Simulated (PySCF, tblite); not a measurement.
# perfluoropropane (C3F8): geometry, infrared bands, NMR shifts, spin-spin couplings and electronic excitations, part 2 of 2

tblite 0.8.0 and PySCF 2.14.0. Atoms count from 0. The steps go on from the part before.

## Step 7: Excited states and response: CAM-B3LYP/def2-SVPD

What the job is given:

```
{"job": {"kind": "uv", "xc": "CAM-B3LYP", "basis": "def2-SVPD", "ip": false}, "charge": 0, "multiplicity": 1}
F      1.231821     0.725726    -1.411785
C      1.271740    -0.104543    -0.380833
F      1.842578     0.507306     0.644547
F      1.993103    -1.164635    -0.706431
C     -0.153710    -0.567814    -0.004953
F     -0.053866    -1.400990     1.035481
F     -0.664726    -1.221907    -1.052084
C     -1.138654     0.559435     0.378927
F     -1.308469     1.389922    -0.638099
F     -2.304795     0.019687     0.694289
F     -0.679873     1.236959     1.420314
```

Method: TDDFT CAM-B3LYP/def2-SVPD, vertical, gas phase, core orbitals frozen in the response.

Standard output:

```text
coarse grid: 11952 points
cycle   1  E = -911.7127140882  dE =  2.321e+00  |g| = 1.458e+00  |ddm| = 3.887e+00
cycle   2  E = -911.4673509070  dE =  2.454e-01  |g| = 2.012e+00  |ddm| = 2.774e+00
cycle   3  E = -912.0926415374  dE = -6.253e-01  |g| = 9.217e-02  |ddm| = 1.545e+00
cycle   4  E = -912.0938235875  dE = -1.182e-03  |g| = 4.099e-02  |ddm| = 1.257e-01
cycle   5  E = -912.0940727344  dE = -2.491e-04  |g| = 1.454e-02  |ddm| = 4.726e-02
cycle   6  E = -912.0941045878  dE = -3.185e-05  |g| = 2.341e-03  |ddm| = 1.237e-02
cycle   7  E = -912.0941056760  dE = -1.088e-06  |g| = 7.100e-04  |ddm| = 3.912e-03
final grid: 126456 points
cycle   8  E = -912.2082401597  dE = -4.078e-05  |g| = 5.659e-03  |ddm| = 5.808e-02
cycle   9  E = -912.2082381561  dE =  2.004e-06  |g| = 6.813e-03  |ddm| = 8.375e-03
cycle  10  E = -912.2082449162  dE = -6.760e-06  |g| = 3.201e-04  |ddm| = 4.518e-03
cycle  11  E = -912.2082449341  dE = -1.788e-08  |g| = 1.286e-04  |ddm| = 5.084e-04
cycle  12  E = -912.2082449369  dE = -2.815e-09  |g| = 3.749e-05  |ddm| = 1.617e-04
cycle  13  E = -912.2082449371  dE = -2.055e-10  |g| = 6.882e-06  |ddm| = 3.157e-05
converged SCF energy = -912.2082449371

Static polarisability (au): isotropic 44.166, principal 43.093 43.449 45.955

Singlet excitations
state   eV       nm        f      main configurations
  1  10.4127    119.1   0.00000   H->L+1 0.80, H->L+5 0.16
  2  10.4770    118.3   0.03754   H->L 0.46, H->L+2 0.39
  3  11.2050    110.7   0.00078   H->L 0.50, H->L+2 0.37
  4  11.8760    104.4   0.01078   H->L+3 0.75, H-1->L 0.19
  5  12.0710    102.7   0.00642   H-1->L+1 0.44, H-3->L+2 0.11, H-3->L 0.11
  6  12.1514    102.0   0.06619   H-1->L+2 0.48, H-1->L 0.17, H->L+3 0.11
  7  12.3392    100.5   0.00307   H-3->L+1 0.47, H-4->L+1 0.23
  8  12.3541    100.4   0.00001   H-2->L 0.65
  9  12.3670    100.3   0.13466   H->L+4 0.71, H->L+2 0.17
 10  12.4867     99.3   0.00682   H-3->L 0.50, H-2->L+3 0.20, H-4->L 0.14

Triplet excitations (Tamm-Dancoff, eV): 9.7976 9.8223 11.0137 11.2222
```

It took 50 s on 2 threads of INTEL XEON PLATINUM 8581C at 2.10GHz, shared host; peak memory 1.4 GiB.

Frontier orbitals and where they lie:

```csv
orbital,eV,atoms
HOMO−3,-14.47,"F8 15 %, F2 15 %, F10 14 %"
HOMO−2,-14.39,"F3 19 %, F9 19 %, F2 16 %"
HOMO−1,-14.23,"F6 16 %, F5 16 %, C4 14 %"
HOMO,-12.65,"C4 17 %, F6 14 %, F5 14 %"
LUMO,1.15,"C7 13 %, C1 13 %, C4 12 %"
LUMO+1,1.68,"F5 16 %, F6 15 %, C4 11 %"
LUMO+2,1.79,"F10 12 %, F0 12 %, F2 11 %"
```

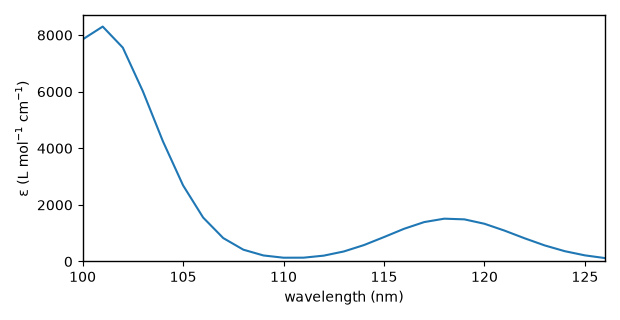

Absorption spectrum: each of the 10 states is a Gaussian band of 0.4 eV half-width at 1/e. Beyond the last state computed it falls off for lack of states.

Ground-state properties from the same run:

```csv
property,computed,measured
dipole moment (D),0.14,–
polarisability (Å³),6.54,6.53
HOMO–LUMO gap (eV),13.81,–
−ε(HOMO) (eV),12.65,–
```

Measured: gas; NIST CCCBDB Release 22 (SRD 101), experimental polarizabilities.

## Step 8: NMR shieldings: B3LYP/pcSseg-2

Same as in step 7 but for these lines:

```diff
@@ -1,2 +1,2 @@
-{"job": {"kind": "uv", "xc": "CAM-B3LYP", "basis": "def2-SVPD", "ip": false}, "charge": 0, "multiplicity": 1}
+{"job": {"kind": "nmr", "xc": "B3LYP", "basis": "pcSseg-2", "pop": false}, "charge": 0, "multiplicity": 1}
 F      1.231821     0.725726    -1.411785
```

Method: GIAO B3LYP/pcSseg-2 NMR shielding, non-relativistic, gas phase.

Standard output:

```text
coarse grid: 11952 points
cycle   1  E = -913.1225262884  dE =  2.225e+00  |g| = 1.520e+00  |ddm| = 2.483e+00
cycle   2  E = -912.4238634424  dE =  6.987e-01  |g| = 2.698e+00  |ddm| = 1.713e+00
cycle   3  E = -913.4729542464  dE = -1.049e+00  |g| = 8.846e-02  |ddm| = 1.120e+00
cycle   4  E = -913.4732689267  dE = -3.147e-04  |g| = 7.956e-02  |ddm| = 8.841e-02
cycle   5  E = -913.4741898983  dE = -9.210e-04  |g| = 1.416e-02  |ddm| = 3.532e-02
cycle   6  E = -913.4742150789  dE = -2.518e-05  |g| = 3.601e-03  |ddm| = 8.080e-03
cycle   7  E = -913.4742171925  dE = -2.114e-06  |g| = 9.322e-04  |ddm| = 2.252e-03
final grid: 126456 points
cycle   8  E = -913.4550265630  dE = -1.184e-04  |g| = 6.206e-03  |ddm| = 3.457e-02
cycle   9  E = -913.4550195805  dE =  6.983e-06  |g| = 9.410e-03  |ddm| = 5.384e-03
cycle  10  E = -913.4550316442  dE = -1.206e-05  |g| = 4.329e-04  |ddm| = 3.428e-03
cycle  11  E = -913.4550316695  dE = -2.530e-08  |g| = 2.032e-04  |ddm| = 4.854e-04
cycle  12  E = -913.4550316760  dE = -6.501e-09  |g| = 6.165e-05  |ddm| = 1.528e-04
cycle  13  E = -913.4550316765  dE = -5.014e-10  |g| = 9.832e-06  |ddm| = 2.630e-05
converged SCF energy = -913.4550316765

GIAO shielding tensors (ppm)
atom      isotropic    diamagn.    paramagn.     s11        s22        s33       span
  0 F      262.502     468.613    -206.111    188.571    264.143    334.793    146.222
  1 C       50.052     241.115    -191.063     36.876     54.837     58.443     21.567
  2 F      262.278     468.579    -206.301    188.447    264.058    334.329    145.882
  3 F      266.669     465.934    -199.265    192.844    261.268    345.895    153.050
  4 C       63.487     242.654    -179.167     43.738     71.035     75.689     31.952
  5 F      315.904     467.603    -151.699    226.642    348.358    372.712    146.070
  6 F      316.161     467.586    -151.425    227.213    348.298    372.972    145.759
  7 C       49.981     241.127    -191.146     36.791     54.733     58.419     21.628
  8 F      262.160     468.577    -206.417    188.179    263.844    334.457    146.278
  9 F      266.553     465.956    -199.403    192.636    261.136    345.886    153.250
 10 F      262.380     468.621    -206.242    188.375    264.141    334.624    146.249
```

Wall time 50 s (2 threads of INTEL XEON PLATINUM 8581C at 2.10GHz, shared host); peak memory 2.3 GiB.

In short: δ C1 129.2, C4 115.7, F0 -94.0, F5 -146.3 ppm (means over like atoms).

## Step 9: Comparing the runs: NMR shifts

Shifts (ppm), means over like atoms, with basis size and wall time (the measured row can stand on another reference than the computed rows):

```csv
run,C1,C4,F0,F5,functions,time
PBE0/pcSseg-1,123.0,109.6,-93.9,-148.6,187,15 s
B3LYP/pcSseg-2,129.2,115.7,-94.0,-146.3,396,50 s
measured,–,–,-83.0,–,–,–
```

Measured: Wikipedia, Fluorine-19 nuclear magnetic resonance spectroscopy.

## Step 10: Outcome

The summary covers parts 1 to 2.

| quantity | value |
| --- | --- |
| strongest single infrared mode (GFN2-xTB) | 1141 cm⁻¹, 699 km/mol |
| zero-point energy (GFN2-xTB) | 23.5 kcal/mol |
| point group | C2v |
| rotational constants (main isotopes) | 1.69, 0.96, 0.91 GHz |
| 13C shifts against TMS (PBE0/pcSseg-1, means over atoms taken as alike) | 123.0, 109.6 ppm |
| 19F shifts against CFCl3 (PBE0/pcSseg-1, means over atoms taken as alike) | -93.9, -148.6 ppm |
| measured, and computed on the same scale | F0 δ -83.0, -93.9 ppm |
| largest coupling of the table (B3LYP/pcJ-1) | 1J(F,C) F0–C1, -357.1 Hz |
| lowest singlet (CAM-B3LYP/def2-SVPD) | 10.41 eV (119 nm), f = 0.000 |
| brightest single state of those computed | state 9, 12.37 eV, f = 0.135 |
| lowest triplet | 9.80 eV |
| range of the shift of C1 | 123.0 to 129.2 ppm |

What this shows: Over 20 steps the energy fell by 0.222 eV; of the close pairs, C4–C7 changed most, 1.504 to 1.559 Å (GFN2-xTB). The lowest mode is slightly imaginary (14i cm⁻¹), a soft motion within the noise of the Hessian, so the minimum is not strictly shown. The strongest single mode, at 1141 cm⁻¹, moves mainly C1 and C7. GFN2-xTB is a fitted tight-binding method: band positions and strengths are rough. Its intensities can rank the bands wrongly. Over 6 steps the energy fell by 0.101 eV; of the close pairs, C1–F3 changed most, 1.354 to 1.323 Å (PBE0/def2-SVP). No frequency check was run at this level, so the end point may be a saddle. The one measured 19F shift is missed by -10.9 ppm (computed less measured, unscaled). Vibration, temperature and solvent are missing from the calculation, and it holds one conformer, so part of the miss against the measured shifts is not the functional's. In the run at B3LYP/pcJ-1, the largest coupling of the table is F0–C1 (mean over like pairs), -357.1 Hz, of which the Fermi-contact term gives -328.2 Hz. Density functionals describe couplings to fluorine poorly, F–F couplings above all, so those rows are rough. The first singlet state (HOMO→LUMO+1 0.80, HOMO→LUMO+5 0.16) lies at 10.41 eV and is dark; of the 10 states computed, the strongest absorption comes from state 9 at 12.37 eV. The lowest triplet lies 0.62 eV below the lowest singlet (triplets in Tamm-Dancoff, singlets in full TDDFT). The polarisability is 0 % above the measured 6.53 Å³. Across the 2 runs the shift of C1 (with its like atoms) moves most, between 123.0 (PBE0/pcSseg-1) and 129.2 ppm (B3LYP/pcSseg-2).
